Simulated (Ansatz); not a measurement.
# F₃GeH···H₂: what the fields show

```xyz
7

Ge    0.1899   -0.0479   -0.0496
F     0.2419    0.0297    1.6374
F     1.8067    0.0263   -0.5548
F    -0.5277    1.3840   -0.6002
H    -0.4912   -1.2797   -0.5669
H    -2.3392    0.0156    1.0461
H    -1.8890   -0.0120    1.5951
```

Not at a stationary point (largest force 1.6 eV/Å).

All numbers below come from RHF/def2-SVP (Ansatz 0.2.0).

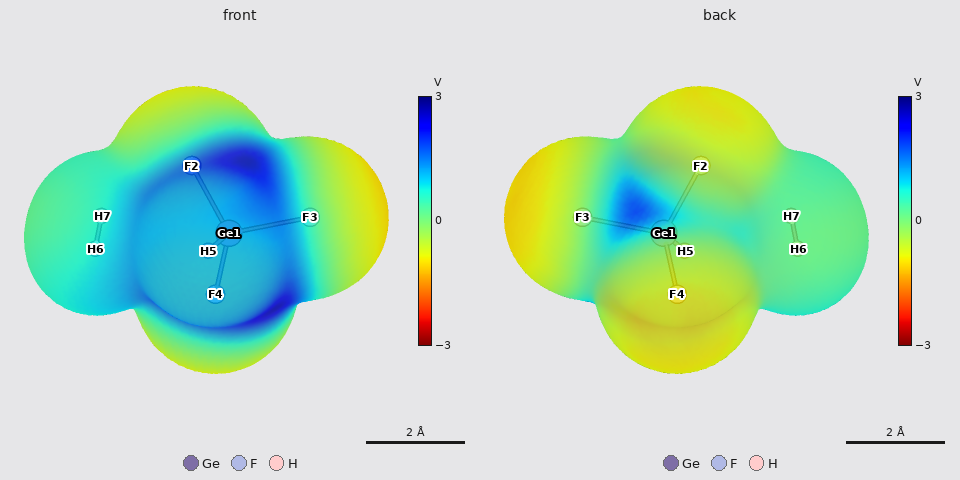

Figure 1. The electrostatic potential painted on the density surface at 0.001 e/bohr³, seen from the front and from behind; the colour scale runs from red (negative) to blue (positive).

**Which sites attract a positive test charge, and which a negative one?**

A positive charge is drawn to the negative regions and a negative charge to the positive ones. The most negative region (about −1.1 V) lies over F3 and F4, the most positive (about +2.5 V) over Ge1.

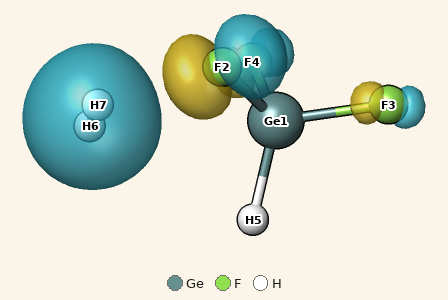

Figure 2. The HOMO−1 at ±0.15 Å⁻³ᐟ² (yellow and cyan are the two phases), seen from one side.

**Describe this orbital and give its energy.**

It lies mainly on H6 (about 35 %), H7 (about 30 %) and F2 (about 20 %). Its energy is −16.57 eV.

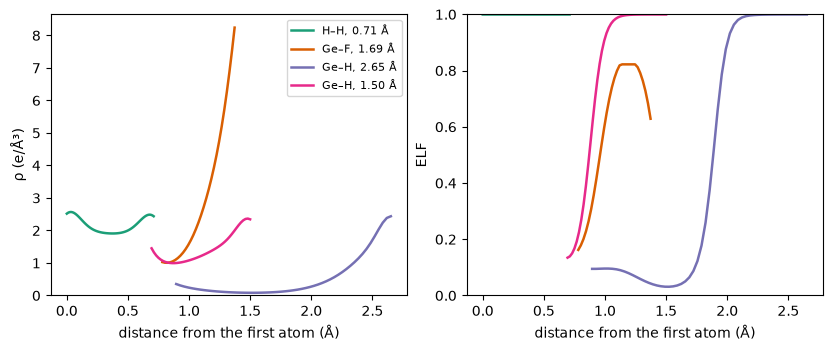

Figure 3. Electron density and electron localisation function along straight lines between neighbouring atoms. The curves leave out the atomic cores.

**Compare the contacts.**

H–H (0.71 Å): ρ is about 1.9 e/Å³ halfway; the ELF is about 1 at the midpoint; an ordinary covalent bond to hydrogen.
Ge–F (1.69 Å): ρ is about 1 e/Å³ halfway; the ELF peaks at about 0.80 in the valence shell of F, 0.5 Å from its nucleus, and is about 0.25 at the midpoint.
Ge1···H7 (2.65 Å): the density falls to about 0.08 e/Å³ on the way; the ELF dips to about 0.05 between them.
Ge–H (1.50 Å): ρ at the midpoint is about 1.2 e/Å³; the ELF climbs to about 1 towards the hydrogen.

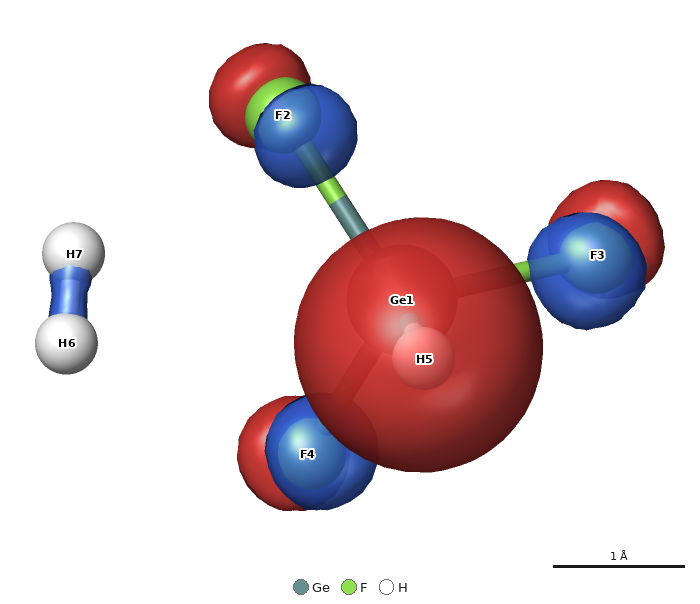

Figure 4. The HOMO at ±0.2 Å⁻³ᐟ² (blue and red are the two phases), seen at a tilt.

**Describe this orbital and give its energy.**

By Hirshfeld shares it lies mainly on H5 (about 35 %), Ge1 (about 30 %), F3 (about 10 %), F4 (about 10 %) and F2 (about 10 %). Its energy is −15.55 eV.
